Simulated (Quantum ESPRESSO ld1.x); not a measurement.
# F: atomic calculation

- system: F, configuration typed as [He] 2s2 2p5.
- method: radial all-electron Kohn-Sham run of Quantum ESPRESSO ld1.x with rel=0, dft='PZ' as typed

### The input
```
 &input
    zed=9.0,
    iswitch=1,
    rel=0,
    dft='PZ',
    config='[He] 2s2 2p5',
    dx=0.06,
    prefix='ld1',
    max_out_wfc=37,
    file_charge='ld1.rho',
 /
```

Hardware: 1 CPU thread, shared host.

Launched with:
```bash
OMP_NUM_THREADS=1 ld1.x < ld1.in > ld1.out
```

### The program's output
```
     Program LD1 v.7.5 starts

     --------------------------- All-electron run ----------------------------

     atomic number is  9.00
     dft =PZ   lsd =0 sic =0 latt =0  beta=0.20 tr2=1.0E-14
     Exchange-correlation= PZ
                           (   1   1   0   0   0   0   0)
     mesh = 231 r(mesh) =  99.76081 a.u. xmin = -7.00 dx = 0.06000
     1 Ry =  13.60569312 eV

     n l     nl                  e(Ry)          e(Ha)          e(eV)
     1 0     1S 1( 2.00)       -48.3801       -24.1900      -658.2447
     2 0     2S 1( 2.00)        -2.1732        -1.0866       -29.5679
     2 1     2P 1( 5.00)        -0.8309        -0.4154       -11.3043

     final scf error:  9.0E-15 reached in  39 iterations

     Etot =    -198.189313 Ry,     -99.094656 Ha,   -2696.502969 eV

     Ekin =     197.344508 Ry,      98.672254 Ha,    2685.008819 eV
     Encl =    -475.358774 Ry,    -237.679387 Ha,   -6467.585596 eV
     Eh   =      99.057965 Ry,      49.528982 Ha,    1347.752269 eV
     Exc  =     -19.233012 Ry,      -9.616506 Ha,    -261.678461 eV

     normalization and overlap integrals

     s(1S/1S) =  1.000000  <r> =   0.1775  <r2> =    0.0425  r(max) =   0.1134
     s(1S/2S) = -0.000000
     s(2S/2S) =  1.000000  <r> =   1.0115  <r2> =    1.2493  r(max) =   0.7732
     s(2P/2P) =  1.000000  <r> =   1.1047  <r2> =    1.6357  r(max) =   0.6858

     ------------------------ End of All-electron run ------------------------
```

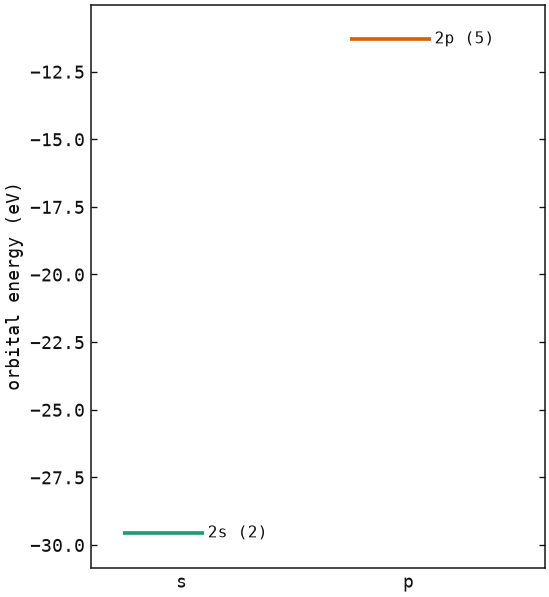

**Figure 1.** The outer levels are drawn by angular momentum (occupations in brackets). They are the filled levels of this odd run. The highest occupied level is 2p at −11.3 eV. From the top down the occupied levels run 2p (−11.3 eV), 2s (−29.6 eV).

### Outcome

| quantity | value |
| --- | --- |
| outcome | converged |
| total energy | −99.094656 hartree |
| kinetic energy | 98.672254 hartree |
| electron–nucleus energy | −237.679387 hartree |
| Hartree energy | 49.528982 hartree |
| exchange–correlation energy | −9.616506 hartree |
| SCF iterations | 39 |
| wall time | 0.67 s |

### What is odd here

One thing in this input was made odd on purpose: mesh too coarse. The program ran to the end, and its total energy equals that of the same run with the usual input (−99.09465 hartree) within 10⁻⁵ hartree, so the oddity leaves no trace in it.
